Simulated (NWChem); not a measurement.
# C2H5N (N-methylmethanimine) at PBE0/jorge-TZP

What is the electronic atomisation energy of C2H5N (N-methylmethanimine) at PBE0/jorge-TZP? 

Program for the calculation: NWChem 7.3.0.

2 further runs of the same task are left out: 1 that didn't finish, 1 set aside as unsound or not needed.

### Step 1. Starting point

The species is C2H5N (8 atoms), meant as a singlet with charge 0. SMILES: `C=NC`. The coordinates come from a PBE0-D4/def2-TZVP relaxation.

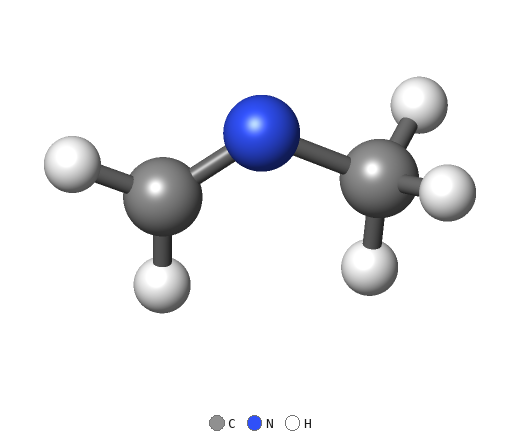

Viewed from a chosen angle; carbon grey, nitrogen blue, hydrogen white.

### Step 2. A single-point energy at PBE0/jorge-TZP (run 1)

File c2h5n.nw:

```
start c2h5n
memory stack 880 mb heap 220 mb global 1100 mb

geometry units angstrom noautosym nocenter noautoz
   C       -0.710300       0.748600      -0.789300
   N        0.446000       0.313400      -0.558400
   C        0.623700      -0.564000       0.568100
   H       -1.585200       0.492200      -0.173900
   H       -0.872600       1.413800      -1.636900
   H       -0.302900      -0.759200       1.127700
   H        1.036200      -1.514100       0.218000
   H        1.365100      -0.130600       1.244700
end

basis spherical bse
   C library jorge-TZP
   N library jorge-TZP
   H library jorge-TZP
end

dft
   xc pbe0
   grid fine
   convergence energy 1e-08
   maxiter 100
   mulliken
   noprint "final vectors analysis"
end

task dft energy
```

The run is started by

```console
nwchem c2h5n.nw > c2h5n.out
```

Standard output:

```text
[...]
          Wavefunction type:  closed shell.
          No. of atoms     :     8
          No. of electrons :    24
[...]
          Charge           :     0
          Spin multiplicity:     1
[...]
          AO basis - number of functions:   163
[...]
              XC Information
              --------------
                         PBE0 Method XC Functional
                     Hartree-Fock (Exact) Exchange  0.250
          PerdewBurkeErnzerhof Exchange Functional  0.750
            Perdew 1991 LDA Correlation Functional  1.000 local
           PerdewBurkeErnz. Correlation Functional  1.000 non-local
[...]
 d= 0,ls=0.0,diis     1   -133.7814104838 -2.06D+02  3.61D-03  5.47D-01     8.5
[...]
 d= 0,ls=0.0,diis    10   -133.8220145271 -4.02D-09  1.03D-07  3.87D-10    76.9
         Total DFT energy =     -133.822014527110
      One electron energy =     -322.975572006949
           Coulomb energy =      136.071030040173
    Exchange-Corr. energy =      -19.430732114026
 Nuclear repulsion energy =       72.513259553693
[...]
      Total Density - Mulliken Population Analysis
     ---------------------------------------------
    Atom       Charge   Shell Charges
 -----------   ------   -------------------------------------------------------
    1 C    6     6.03   0.55  1.40 -0.00  0.76  0.48  1.28  1.04  0.43  0.02  0.07  0.01
    2 N    7     7.12   0.56  1.39  0.09  0.90  0.64  1.48  1.41  0.59  0.01  0.05  0.00
    3 C    6     6.00   0.55  1.40 -0.00  0.74  0.46  1.30  1.04  0.43  0.02  0.05  0.01
    4 H    1     1.00   0.26  0.53  0.16  0.02  0.02  0.00
    5 H    1     0.93   0.27  0.52  0.11  0.02  0.02  0.00
    6 H    1     1.01   0.26  0.55  0.16  0.02  0.02  0.00
    7 H    1     0.95   0.26  0.53  0.12  0.02  0.02  0.00
    8 H    1     0.95   0.26  0.53  0.12  0.02  0.02  0.00
[...]
```

Wall time 78 s (1 thread of Intel Xeon Platinum 8259CL at 2.50GHz (Skylake/Cascade Lake), shared host); peak memory 0.12 GiB.

### Step 3. The C atom at the same level (run 2)

File c.xyz:

```xyz
1
C
C      0.000000     0.000000     0.000000
```

File c.nw:

```
START c
TITLE "C"
memory stack 880 mb heap 220 mb global 1100 mb

GEOMETRY units angstroms noautosym nocenter noautoz
 load c.xyz
END

BASIS spherical bse
 * library jorge-TZP
END

DFT
 xc pbe0
 mult 3
 grid fine
 convergence energy 1e-08
 iterations 100
 mulliken
 print low
END

TASK dft
```

Run the same way, it converges to -37.80393 Eh (log not shown).

Run 3 isn't shown in full; the table further down has it.

### Step 4. The N atom (run 4)

File n.nw:

```
start n
memory stack 880 mb heap 220 mb global 1100 mb
charge 0
geometry units angstrom noautosym nocenter noautoz
  N        0.000000       0.000000       0.000000
end
basis spherical bse
  * library jorge-TZP
end
dft
  xc pbe0
  mult 4
  grid fine
  convergence energy 1e-08
  maxiter 100
  mulliken
  noprint "final vectors analysis"
end
task dft energy
```

Run the same way, it converges to -54.54138 Eh (log not shown).

### Step 5. All runs side by side

| run | level | partner | energy (Eh) | wall time |
| --- | --- | --- | --- | --- |
| 1 | PBE0/jorge-TZP | base | -133.822015 | 78 s |
| 2 | UPBE0/jorge-TZP | atoms | -37.803929 | 1.3 s |
| 3 | UPBE0/jorge-TZP | atoms | -0.500842 | 0.72 s |
| 4 | UPBE0/jorge-TZP | atoms | -54.541384 | 1.3 s |

### Step 6. Summary of results

Level: PBE0/jorge-TZP.

```
                     quantity         value
         N atom: total energy  -54.54138 Eh
                 N atom: ⟨S²⟩         3.752
electronic atomisation energy     31.798 eV
```

Taking the molecule apart into free atoms costs 31.80 eV (733 kcal/mol), before zero-point energy and without spin-orbit coupling. All runs together took 81 s, the longest 78 s.
